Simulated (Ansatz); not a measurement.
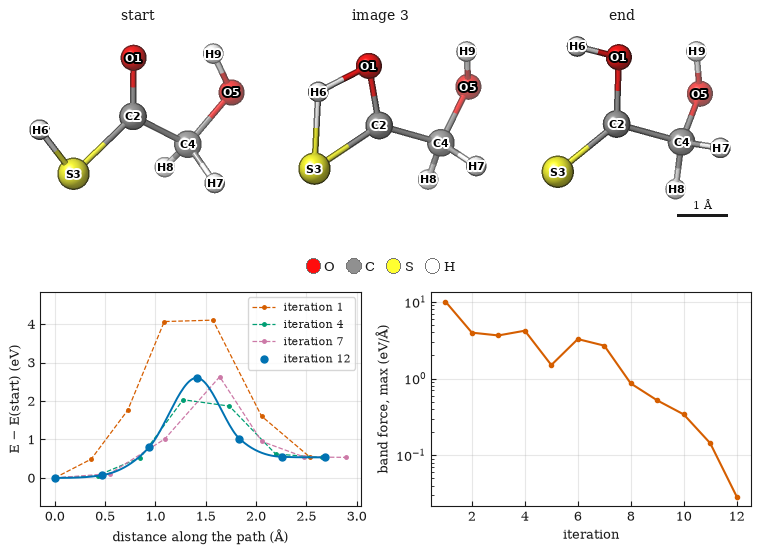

A nudged-elastic-band calculation for C2H4O2S. Images are numbered from 0 (start) to 6 (end). The plot follows the band through its iterations. A ball-and-stick model, seen at a tilt.

Method: RHF/STO-3G (Ansatz 0.2.0). Settings: 5 movable images; climbing image; force threshold 0.05 eV/Å; iteration limit 60; starting path through a guess of the saddle point.

Did the band converge, and can the barrier be trusted?

The result is final at these settings. The band converged in 12 iterations. The largest component of the band force went from 10 to 0.029 eV/Å. The climbing image converged on the top of the path. Its vibrational analysis gives one imaginary mode (2634i cm⁻¹), as a transition state must have. The first iteration put the highest image at 4.10 eV. The energy climbs by 2.60 eV to image 3 and then falls by 2.07 eV, so the end point sits at +0.53 eV.

Limits of the set-up: Hartree-Fock leaves out electron correlation; STO-3G is a minimal basis, so the numbers are rough.

Cost: 39 s on 1 thread of Arm Neoverse V1 (shared host), peak memory 0.087 GiB.
